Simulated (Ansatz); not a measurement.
## Geometry relaxation, with input and output: CHOSi (charge +1)

System: CHOSi, charge +1.
Method: RKS PBE0-D4/def2-SVP (Ansatz 0.2.0).

It belongs to a series of runs on one base structure; here: end point A relaxed. Figures and captions count atoms from 1; the log counts them from 0 in places.

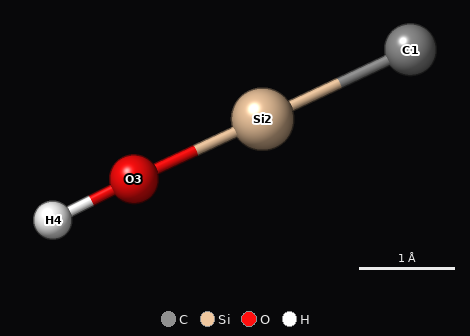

*The starting structure (ball-and-stick view, seen at an oblique angle; atoms are numbered from 1 in the order of the input).*

Input file:
```yaml
crystal:
  periodic: [false, false, false]
  atoms:
    - { symbol: C, position_ang: [-1.42541, 1.25153, 1.33788] }
    - { symbol: Si, position_ang: [-0.34777, 0.29747, 0.33289] }
    - { symbol: O, position_ang: [0.58782, -0.54196, -0.5351] }
    - { symbol: H, position_ang: [1.18536, -1.00704, -1.13567] }
total_charge: 1
basis:
  gaussian: { orbitals: def2-SVP }
hamiltonian:
  xc: pbe0
  dispersion: d4
relax:
  f_tol: 0.02
  max_steps: 50
output:
  orbitals: {}
```

Machine: 1 thread of Arm Neoverse N1, 16 GiB of memory available, shared host.

Command:
```bash
ansatz run input.yaml --threads 1 --pin off --max-ram 2048MiB --backend cpu --events-out ev --progress --plain --runs-dir out
```

What the program printed:
```
The last accepted step is kept in [file] (removed where the run ends without a failure and the disk answers)
Engine: ansatz 0.2.0, aarch64-unknown-linux-gnu
Functional definition: PBE0
  parameter a = 0.25
  parameter kappa = 0.804
  parameter beta = 0.06672455060314922
  exchange = (1 - a)*pbe_x(kappa = kappa, mu = beta*pi^2/3) + a*exact_x
  correlation = pbe_c(beta = beta)
528 factors; integrals over basis functions are off by at most 2.3e-4 eV
mean field evaluation 1: about -10938.6457 eV, gradient 8.0e1 eV
mean field evaluation 2: about -10889.9761 eV, gradient 1.6e2 eV
mean field evaluation 4: about -10948.0424 eV, gradient 2.7e1 eV
mean field evaluation 8: about -10950.5728 eV, gradient 9.3e-2 eV
mean field evaluation 16: about -10950.5716 eV, gradient 9.0e-1 eV
mean field evaluation 32: about -10950.5748 eV, gradient 7.1e-5 eV
mean field -10950.57482245 eV, -402.4262021587 hartree, gradient 6.4e-10 eV, S^2 0.000000; 2 other end points of the search recorded, 0 dependent functions left out
the calculation of the forces begins
reference -10950.57484143 eV, -402.4262028564 hartree; 14, 14 occupied and 37, 37 virtual orbitals, 528 factors
relax step   1: F+E_penalty+E_count = -10950.61967561 eV  Δ(F+E_penalty+E_count) = +0.000e0 eV  max|allowed force component| = 1.452e0 eV/Å  Δτ_max = 0.0000 Å  (224 SCF iters, accepted)
these checks for a lower state are left out or cut short: starts, cluster_reference, orbital_swaps, neighbouring_geometries, increment
528 factors; integrals over basis functions are off by at most 2.4e-4 eV
mean field evaluation 64: about -10950.6648 eV, gradient 2.1e-2 eV
mean field -10950.66419165 eV, -402.4294864164 hartree, gradient 1.0e-9 eV, S^2 0.000000; 0 other end points of the search recorded, 0 dependent functions left out
the calculation of the forces begins
reference -10950.66421072 eV, -402.4294871172 hartree; 14, 14 occupied and 37, 37 virtual orbitals, 528 factors
relax step   2: F+E_penalty+E_count = -10950.70875677 eV  Δ(F+E_penalty+E_count) = -8.908e-2 eV  max|allowed force component| = 6.986e-1 eV/Å  Δτ_max = 0.0402 Å  (85 SCF iters, accepted)
these checks for a lower state are left out or cut short: starts, cluster_reference, orbital_swaps, neighbouring_geometries, increment
528 factors; integrals over basis functions are off by at most 2.4e-4 eV
mean field -10950.69703155 eV, -402.4306932604 hartree, gradient 7.6e-10 eV, S^2 0.000000; 0 other end points of the search recorded, 0 dependent functions left out
the calculation of the forces begins
reference -10950.69705072 eV, -402.4306939647 hartree; 14, 14 occupied and 37, 37 virtual orbitals, 528 factors
relax step   3: F+E_penalty+E_count = -10950.74130276 eV  Δ(F+E_penalty+E_count) = -3.255e-2 eV  max|allowed force component| = 9.779e-2 eV/Å  Δτ_max = 0.0405 Å  (89 SCF iters, accepted)
these checks for a lower state are left out or cut short: starts, cluster_reference, orbital_swaps, neighbouring_geometries, increment
528 factors; integrals over basis functions are off by at most 2.4e-4 eV
mean field evaluation 96: about -10950.6978 eV, gradient 1.1e-2 eV
mean field -10950.69779249 eV, -402.4307212245 hartree, gradient 6.1e-10 eV, S^2 0.000000; 0 other end points of the search recorded, 0 dependent functions left out
the calculation of the forces begins
reference -10950.69781168 eV, -402.4307219295 hartree; 14, 14 occupied and 37, 37 virtual orbitals, 528 factors
relax step   4: F+E_penalty+E_count = -10950.74201922 eV  Δ(F+E_penalty+E_count) = -7.165e-4 eV  max|allowed force component| = 1.561e-2 eV/Å  Δτ_max = 0.0065 Å  (81 SCF iters, accepted)
these checks for a lower state are left out or cut short: starts, cluster_reference, orbital_swaps, neighbouring_geometries, increment
528 factors; integrals over basis functions are off by at most 2.4e-4 eV
mean field -10950.69781003 eV, -402.4307218689 hartree, gradient 6.8e-10 eV, S^2 0.000000; 0 other end points of the search recorded, 0 dependent functions left out
the calculation of the forces begins
reference -10950.69782921 eV, -402.4307225740 hartree; 14, 14 occupied and 37, 37 virtual orbitals, 528 factors
relax step   5: F+E_penalty+E_count = -10950.74203407 eV  Δ(F+E_penalty+E_count) = -1.485e-5 eV  max|allowed force component| = 1.673e-2 eV/Å  Δτ_max = 0.0004 Å  (81 SCF iters, accepted)
these checks for a lower state are left out or cut short: starts, cluster_reference, orbital_swaps, neighbouring_geometries, increment
528 factors; integrals over basis functions are off by at most 2.4e-4 eV
mean field evaluation 128: about -10950.6979 eV, gradient 5.7e-6 eV
mean field -10950.69786178 eV, -402.4307237707 hartree, gradient 7.1e-10 eV, S^2 0.000000; 0 other end points of the search recorded, 0 dependent functions left out
the calculation of the forces begins
reference -10950.69788097 eV, -402.4307244759 hartree; 14, 14 occupied and 37, 37 virtual orbitals, 528 factors
relax step   6: F+E_penalty+E_count = -10950.74208118 eV  Δ(F+E_penalty+E_count) = -4.711e-5 eV  max|allowed force component| = 2.113e-2 eV/Å  Δτ_max = 0.0019 Å  (85 SCF iters, accepted)
these checks for a lower state are left out or cut short: starts, cluster_reference, orbital_swaps, neighbouring_geometries, increment
528 factors; integrals over basis functions are off by at most 2.4e-4 eV
mean field -10950.69808757 eV, -402.4307320684 hartree, gradient 2.0e-8 eV, S^2 0.000000; 0 other end points of the search recorded, 0 dependent functions left out
the calculation of the forces begins
reference -10950.69810671 eV, -402.4307327717 hartree; 14, 14 occupied and 37, 37 virtual orbitals, 528 factors
relax step   7: F+E_penalty+E_count = -10950.74232335 eV  Δ(F+E_penalty+E_count) = -2.422e-4 eV  max|allowed force component| = 2.245e-1 eV/Å  Δτ_max = 0.0264 Å  (131 SCF iters, accepted)
these checks for a lower state are left out or cut short: starts, cluster_reference, orbital_swaps, neighbouring_geometries, increment
528 factors; integrals over basis functions are off by at most 2.5e-4 eV
mean field evaluation 160: about -10950.7080 eV, gradient 2.1e-5 eV
mean field -10950.70795809 eV, -402.4310948034 hartree, gradient 4.6e-6 eV, S^2 0.000000; 0 other end points of the search recorded, 0 dependent functions left out
the calculation of the forces begins
reference -10950.70797710 eV, -402.4310955018 hartree; 14, 14 occupied and 37, 37 virtual orbitals, 528 factors
relax step   8: F+E_penalty+E_count = -10950.75215599 eV  Δ(F+E_penalty+E_count) = -9.833e-3 eV  max|allowed force component| = 8.803e-2 eV/Å  Δτ_max = 0.0984 Å  (52 SCF iters, accepted)
these checks for a lower state are left out or cut short: starts, cluster_reference, orbital_swaps, neighbouring_geometries, increment
528 factors; integrals over basis functions are off by at most 2.6e-4 eV
mean field -10950.70954867 eV, -402.4311532562 hartree, gradient 7.5e-8 eV, S^2 0.000000; 0 other end points of the search recorded, 0 dependent functions left out
the calculation of the forces begins
reference -10950.70956768 eV, -402.4311539548 hartree; 14, 14 occupied and 37, 37 virtual orbitals, 528 factors
relax step   9: F+E_penalty+E_count = -10950.75370595 eV  Δ(F+E_penalty+E_count) = -1.550e-3 eV  max|allowed force component| = 1.854e-1 eV/Å  Δτ_max = 0.0210 Å  (72 SCF iters, accepted)
these checks for a lower state are left out or cut short: starts, cluster_reference, orbital_swaps, neighbouring_geometries, increment
528 factors; integrals over basis functions are off by at most 2.7e-4 eV
mean field -10950.71824609 eV, -402.4314728805 hartree, gradient 4.2e-6 eV, S^2 0.000000; 0 other end points of the search recorded, 0 dependent functions left out
the calculation of the forces begins
reference -10950.71826496 eV, -402.4314735737 hartree; 14, 14 occupied and 37, 37 virtual orbitals, 528 factors
relax step  10: F+E_penalty+E_count = -10950.76240138 eV  Δ(F+E_penalty+E_count) = -8.695e-3 eV  max|allowed force component| = 1.101e-1 eV/Å  Δτ_max = 0.0903 Å  (41 SCF iters, accepted)
these checks for a lower state are left out or cut short: starts, cluster_reference, orbital_swaps, neighbouring_geometries, increment
528 factors; integrals over basis functions are off by at most 2.8e-4 eV
mean field evaluation 192: about -10950.7187 eV, gradient 7.4e-6 eV
mean field -10950.71874170 eV, -402.4314910937 hartree, gradient 2.6e-7 eV, S^2 0.000000; 0 other end points of the search recorded, 0 dependent functions left out
the calculation of the forces begins
reference -10950.71876056 eV, -402.4314917869 hartree; 14, 14 occupied and 37, 37 virtual orbitals, 528 factors
relax step  11: F+E_penalty+E_count = -10950.76289148 eV  Δ(F+E_penalty+E_count) = -4.901e-4 eV  max|allowed force component| = 2.404e-3 eV/Å  Δτ_max = 0.0180 Å  (58 SCF iters, accepted)
528 factors; integrals over basis functions are off by at most 2.8e-4 eV
mean field evaluation 224: about -10950.6782 eV, gradient 2.3e-1 eV
```

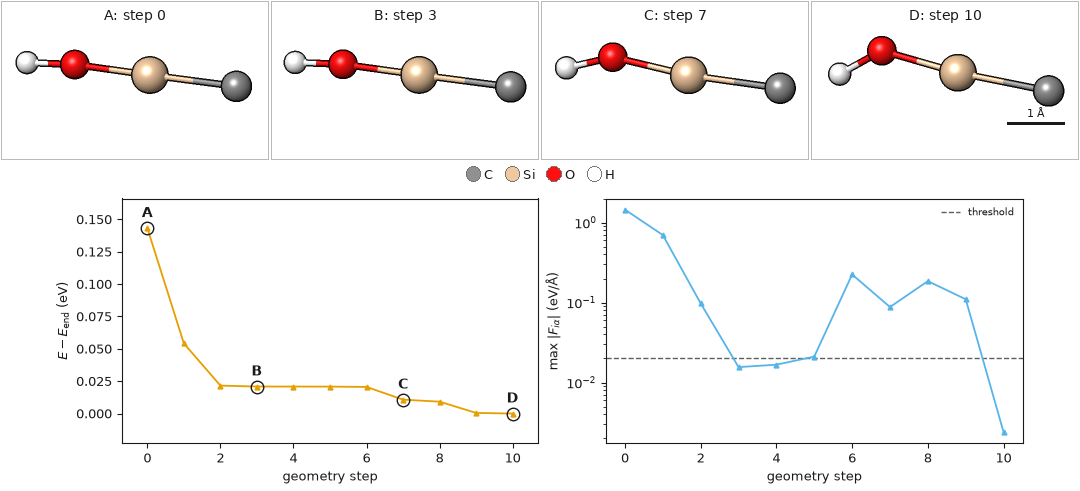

*Frames of the relaxation (ball-and-stick view, seen at a tilt) above the curves, on which the letters mark them (the first geometry is step 0 here and step 1 in the log).*

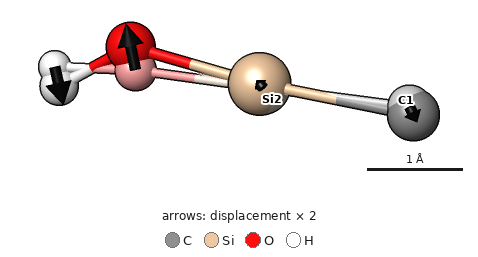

*Start (faint) and end (solid) with the displacements as black arrows, magnified 2 times (ball-and-stick view, seen at a tilt). The two geometries are laid on each other by the best rigid fit.*

The atom that moves furthest after the best rigid fit is O3 (0.25 Å). Largest moves by element: O 0.25 Å, H 0.21 Å, C 0.09 Å, Si 0.06 Å. Among the contacts that change: C1–Si2 1.755 → 1.852 Å, Si2–O3 1.528 → 1.572 Å, O3–H4 0.966 → 0.973 Å. Among the angles that change: Si2–O3–H4 175.0° → 140.1°, C1–Si2–O3 179.6° → 175.7°. Over 10 geometry steps the energy falls by 0.143 eV. Largest force component: 1.5 eV/Å at the start, 0.0024 eV/Å at the end. (Atoms are counted from 1 in the order of the input.)

```
mean field -10950.71874170 eV, -402.4314910937 hartree, gradient 2.6e-7 eV, S^2 0.000000; 3 other end points of the search recorded, 0 dependent functions left out
the calculation of the forces begins
reference -10950.71876056 eV, -402.4314917869 hartree; 14, 14 occupied and 37, 37 virtual orbitals, 528 factors
Total energy: -10950.76291034 eV, -402.4331142614 hartree
Atom 0 at    -1.449712     1.336834     1.319355 Å, force     0.000282     0.001414    -0.001374 eV/Å
Atom 1 at    -0.325191     0.245350     0.331632 Å, force    -0.000374    -0.002026     0.001935 eV/Å
Atom 2 at     0.612132    -0.765422    -0.424975 Å, force     0.001915    -0.001792    -0.001742 eV/Å
Atom 3 at     1.162771    -0.816762    -1.226013 Å, force    -0.001823     0.002404     0.001181 eV/Å
Dipole moment:     0.255776    -0.029865    -0.368242 e Å
```

Trajectory as extended XYZ (Å, eV, eV/Å), 11 frames, from step=1 to step=11:
```
4
Properties=species:S:1:pos:R:3:forces:R:3 step=1 energy=-10950.61968
C    -1.4254    1.2515    1.3379   -1.4524   1.2852   1.3549
Si   -0.3478    0.2975    0.3329    0.7458  -0.6479  -0.7014
O     0.5878   -0.5420   -0.5351    0.6729  -0.6149  -0.6171
H     1.1854   -1.0070   -1.1357    0.0337  -0.0224  -0.0364
4
Properties=species:S:1:pos:R:3:forces:R:3 step=2 energy=-10950.70876
C    -1.4501    1.2732    1.3610   -0.6986   0.6180   0.6519
Si   -0.3441    0.2942    0.3294    0.3506  -0.3006  -0.3324
O     0.5981   -0.5511   -0.5446    0.3388  -0.3177  -0.3053
H     1.1961   -1.0163   -1.1458    0.0093   0.0002  -0.0141
4
Properties=species:S:1:pos:R:3:forces:R:3 step=3 energy=-10950.74130
C    -1.4749    1.2952    1.3843   -0.0978   0.0865   0.0914
Si   -0.3402    0.2907    0.3259    0.0843  -0.0675  -0.0835
O     0.6084   -0.5606   -0.5540    0.0153  -0.0312  -0.0028
H     1.2067   -1.0252   -1.1561   -0.0019   0.0122  -0.0051
4
Properties=species:S:1:pos:R:3:forces:R:3 step=4 energy=-10950.74202
C    -1.4789    1.2988    1.3879   -0.0056   0.0050   0.0054
Si   -0.3391    0.2896    0.3249    0.0084  -0.0006  -0.0126
O     0.6099   -0.5623   -0.5551   -0.0023  -0.0156   0.0137
H     1.2081   -1.0261   -1.1577   -0.0005   0.0112  -0.0066
4
Properties=species:S:1:pos:R:3:forces:R:3 step=5 energy=-10950.74203
C    -1.4792    1.2991    1.3881    0.0010  -0.0009  -0.0008
Si   -0.3390    0.2894    0.3248   -0.0002   0.0070  -0.0046
O     0.6099   -0.5627   -0.5550   -0.0013  -0.0167   0.0130
H     1.2082   -1.0259   -1.1579    0.0004   0.0106  -0.0075
4
Properties=species:S:1:pos:R:3:forces:R:3 step=6 energy=-10950.74208
C    -1.4795    1.3000    1.3880    0.0126  -0.0112  -0.0116
Si   -0.3388    0.2889    0.3249   -0.0157   0.0211   0.0096
O     0.6100   -0.5643   -0.5539    0.0009  -0.0196   0.0116
H     1.2083   -1.0246   -1.1590    0.0022   0.0097  -0.0096
4
Properties=species:S:1:pos:R:3:forces:R:3 step=7 energy=-10950.74232
C    -1.4768    1.3013    1.3834   -0.0015   0.0027   0.0005
Si   -0.3375    0.2900    0.3215   -0.0004   0.0088  -0.0054
O     0.6093   -0.5858   -0.5386   -0.1950   0.1089   0.2245
H     1.2050   -1.0055   -1.1664    0.1969  -0.1205  -0.2196
4
Properties=species:S:1:pos:R:3:forces:R:3 step=8 energy=-10950.75216
C    -1.4700    1.3120    1.3673    0.0200  -0.0133  -0.0220
Si   -0.3334    0.2892    0.3131   -0.0324   0.0458   0.0194
O     0.6067   -0.6655   -0.4809   -0.0352  -0.0517   0.0880
H     1.1967   -0.9356   -1.1995    0.0476   0.0191  -0.0854
4
Properties=species:S:1:pos:R:3:forces:R:3 step=9 energy=-10950.75371
C    -1.4703    1.3198    1.3628    0.0849  -0.0732  -0.0811
Si   -0.3320    0.2817    0.3157   -0.1403   0.1505   0.1142
O     0.6067   -0.6830   -0.4693    0.1854  -0.1696  -0.1693
H     1.1956   -0.9184   -1.2092   -0.1300   0.0924   0.1362
4
Properties=species:S:1:pos:R:3:forces:R:3 step=10 energy=-10950.76240
C    -1.4533    1.3313    1.3285    0.0151  -0.0114  -0.0155
Si   -0.3250    0.2572    0.3231   -0.0150   0.0142   0.0136
O     0.6112   -0.7548   -0.4300   -0.0710  -0.0036   0.1101
H     1.1670   -0.8337   -1.2216    0.0709   0.0008  -0.1082
4
Properties=species:S:1:pos:R:3:forces:R:3 step=11 energy=-10950.76289
C    -1.4497    1.3368    1.3194    0.0003   0.0014  -0.0014
Si   -0.3252    0.2454    0.3316   -0.0004  -0.0020   0.0019
O     0.6121   -0.7654   -0.4250    0.0019  -0.0018  -0.0017
H     1.1628   -0.8168   -1.2260   -0.0018   0.0024   0.0012
```

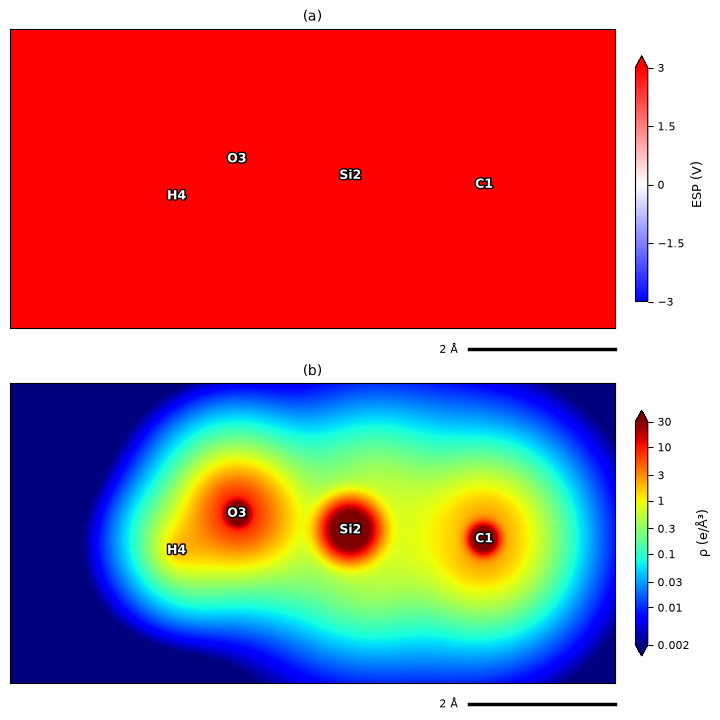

*(a) electrostatic potential; (b) total electron density on the molecular plane.*

Atoms in the plane: C, Si, O and H. Si–O (1.57 Å): ρ at the midpoint is about 1.2 e/Å³. C–Si (1.85 Å): ρ at the midpoint is about 0.85 e/Å³. The potential has no marked negative region in this plane.

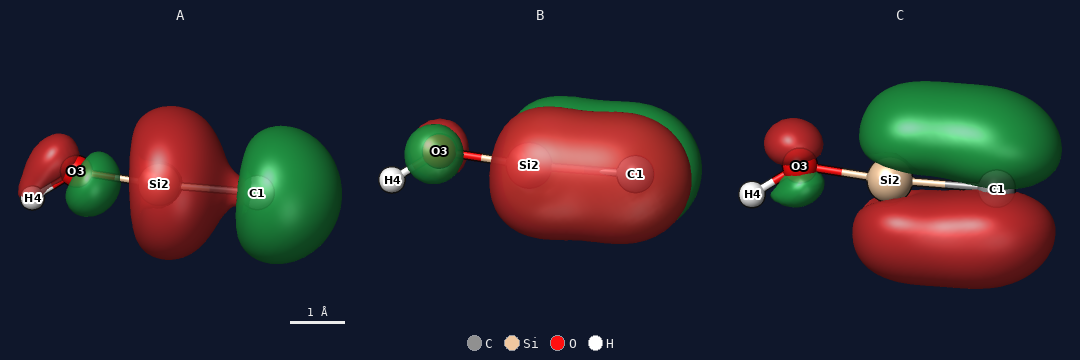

*Three frontier orbitals at ±0.1 Å⁻³ᐟ² (green and red are the two phases).*

A is the HOMO−1 (−15.62 eV). Its weight (Hirshfeld) is mainly on C1 (60 %) and Si2 (30 %); it is symmetric in the molecular plane (σ or in-plane lone-pair type). C is the HOMO (−13.42 eV). By Hirshfeld shares it lies mainly on C1 (60 %) and Si2 (35 %); it is symmetric in the molecular plane (σ or in-plane lone-pair type). B is the LUMO (−11.52 eV). The HOMO–LUMO gap is 1.90 eV between the orbital energies.

Summary:

| quantity | value |
| --- | --- |
| outcome | converged |
| total energy | −10950.7629 eV |
| mean-field energy | −10950.7188 eV |
| largest force (length of the vector) at the end | 0.003 eV/Å |
| wall time | 50 s |
| peak memory | 0.13 GiB |
